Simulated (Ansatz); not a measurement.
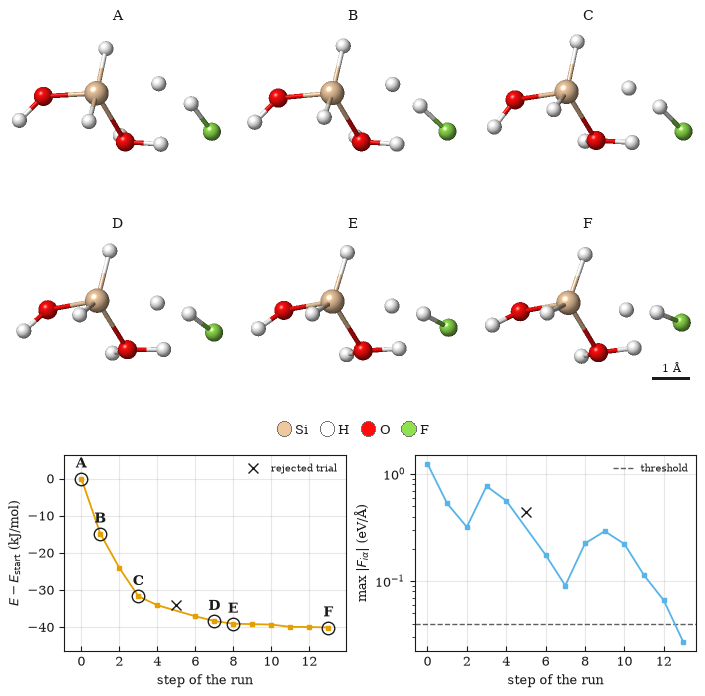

Frames of a constrained relaxation of SiH7O2F, marked on the history of the run. Style: ball-and-stick. Shown from a free direction.

The reaction that was planned forms Si1–O7, H6–F9, H2–H8 and breaks Si1–H2, H6–O7, H8–F9 (atoms numbered from 1 in input order).

Level of theory: Ansatz 0.2.0, RKS PBE0-D4/def2-SVP. (held fixed: the distance between atoms 1 (Si) and 7 (O), the distance between atoms 6 (H) and 9 (F), the distance between atoms 2 (H) and 8 (H), the distance between atoms 1 (Si) and 2 (H), the distance between atoms 6 (H) and 7 (O), the distance between atoms 8 (H) and 9 (F), counting from 1; force threshold 0.04 eV/Å; at most 150 steps)

Describe the path.

Over 12 accepted moves (13 points after the start) the energy falls by 40.1 kJ/mol. Largest force component: 1.2 eV/Å at the start, 0.027 eV/Å at the end. The line search rejected the trial step at point 5 of the run. The largest moves after the best rigid fit, 0.58 Å, are those of H and F atoms. Largest moves by element: F 0.58 Å, H 0.58 Å, O 0.41 Å, Si 0.07 Å. Some distances before and after: O–Si 1.643 → 1.698 Å, H–Si 1.459 → 1.490 Å, H–O 0.961 → 0.969 Å. Among the angles between lasting bonds that change: H–Si–H 153.5° → 123.5°, H–Si–O 98.1° → 120.3°, H–Si–O 89.4° → 101.9°. Groups turn about O–Si by about 35°, O–Si by about 30°. From step 0 to 1: an H atom moves most (0.21 Å), energy −14.8 kJ/mol. From step 1 to 3: an H atom moves most (0.28 Å), energy −16.8 kJ/mol. From step 3 to 7: H and F atoms move most (0.23 Å), energy −6.68 kJ/mol. From step 7 to 8: the F atom moves most (0.15 Å), energy −0.74 kJ/mol. From step 8 to 13: the F atom moves most (0.16 Å), energy −1.01 kJ/mol.

```tsv
step	E − E(0), kJ/mol	largest force component, eV/Å	note
0	0.00	1.2467	
1	-14.83	0.5298	
2	-24.05	0.3199	
3	-31.68	0.7690	
4	-34.11	0.5622	
5	-34.01	0.4442	rejected
6	-37.09	0.1755	
7	-38.36	0.0907	
8	-39.10	0.2245	
9	-39.20	0.2920	
10	-39.32	0.2220	
11	-39.94	0.1132	
12	-39.98	0.0661	
13	-40.11	0.0268
```
